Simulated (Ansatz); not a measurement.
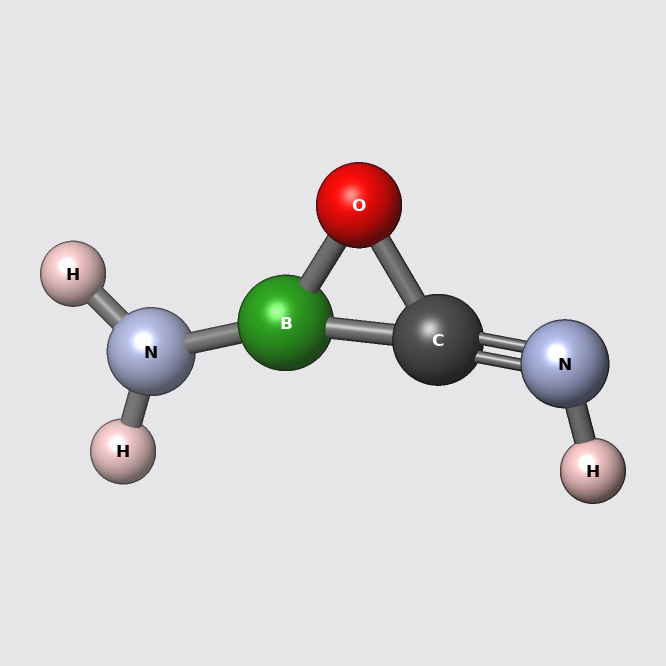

A ball-and-stick model of a molecule. Double and triple bonds are drawn as two and three sticks.

The computed structure is the end point of a PBE0-D4/def2-TZVP optimisation.

**Give the formula.**

CH3BN2O, 8 atoms: 1 carbon, 3 hydrogen, 1 boron, 2 nitrogen and 1 oxygen.

**What is its SMILES?**

[H]/N=C1/OB1N

**Describe its rings.**

Independent rings (smallest set): 1 of 3 members.

**Give the symmetry (Schoenflies symbol).**

Cs.

**Count the bonded pairs by element.**

3 N–H, 1 C–N, 1 C–O, 1 B–O, 1 B–N, 1 C–B.

The parts below concern this one geometry. Atoms keep their numbers from picture to picture.

Vibrations

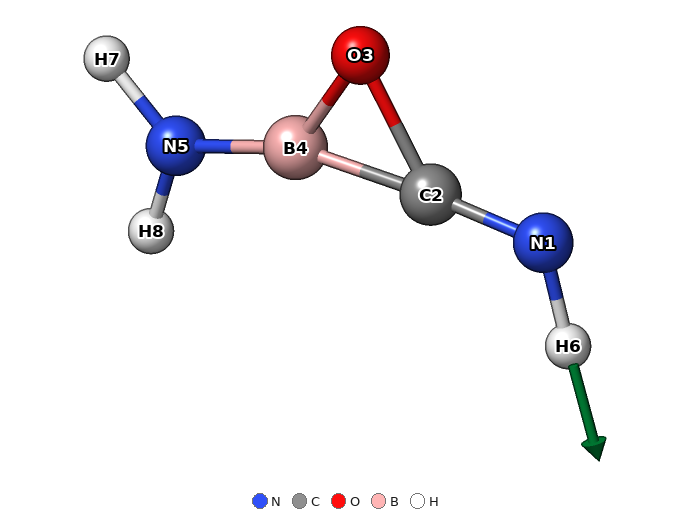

The arrows show one normal mode. Harmonic vibrations computed with RKS PBE0-D4/def2-TZVP (Ansatz 0.2.0) at a stationary point of the same level.

**Describe the motion.**

Mostly N–H stretching.

**Estimate its harmonic wavenumber.**

3534 cm⁻¹; it is mode 16 of 18 counted from the lowest.

Dipole moment

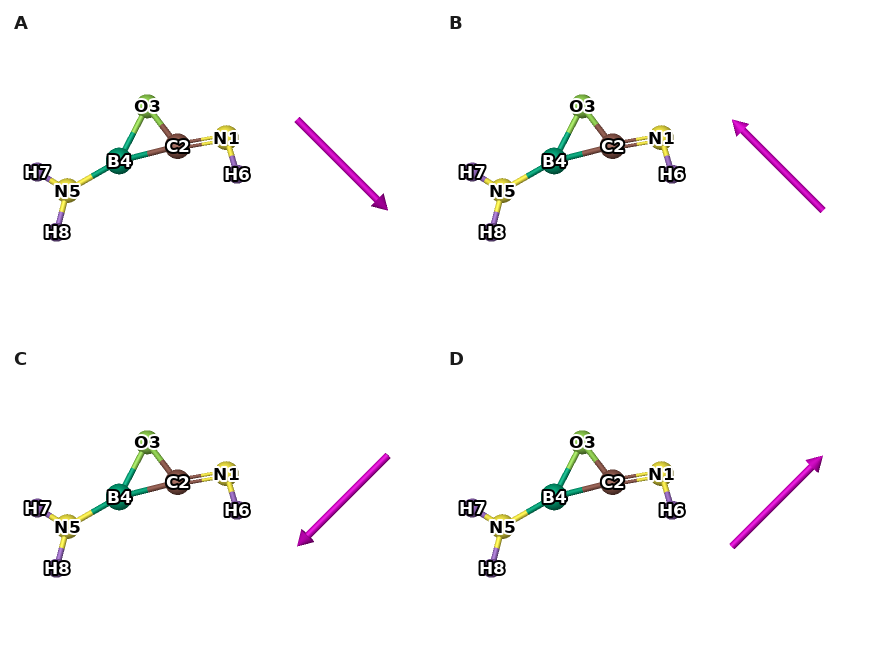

The same molecule four times, each with an arrow. Method: RKS PBE0-D4/def2-TZVP (Ansatz 0.2.0).

**Which arrow points along the dipole moment, from the negative to the positive end?**

C. The dipole moment is 4.97 D; it points from the side of N1 to the side of H8 (the outermost atoms at the two ends).

Thermal motion

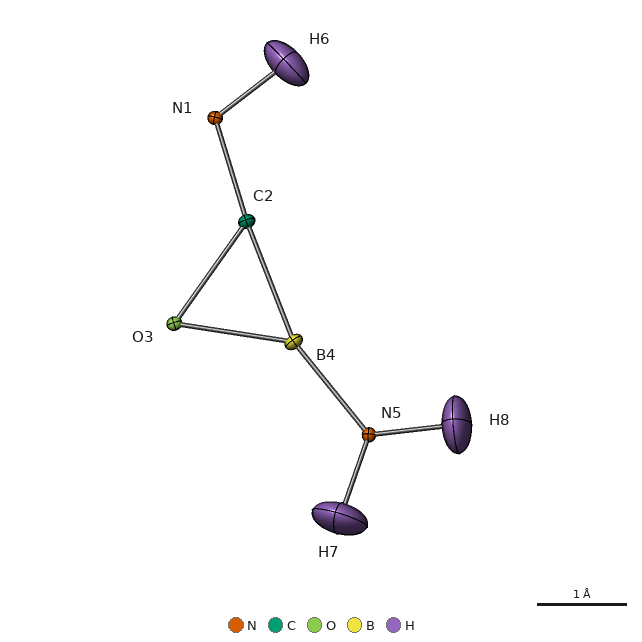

Displacement ellipsoids at the 50 % level, enlarged 1.5 times, from the internal vibrations of the free molecule (harmonic, no overall translation or rotation; no half-axis is drawn under 0.075 Å). Vibrations computed with RKS PBE0-D4/def2-TZVP (Ansatz 0.2.0). Temperature: 0 K (zero-point motion alone).

List U_eq and the three principal root-mean-square amplitudes for each kind of atom.

| atom | U_eq (Å²) | rms amplitudes (Å) |
| --- | --- | --- |
| N1 | 0.0011 | 0.030, 0.034, 0.036 |
| C2 | 0.0017 | 0.030, 0.040, 0.050 |
| O3 | 0.00087 | 0.014, 0.033, 0.036 |
| B4 | 0.0020 | 0.031, 0.046, 0.055 |
| N5 | 0.0010 | 0.030, 0.031, 0.035 |
| H6 | 0.0139 | 0.073, 0.132, 0.138 |
| H7 | 0.0201 | 0.074, 0.138, 0.189 |
| H8 | 0.0185 | 0.071, 0.140, 0.176 |
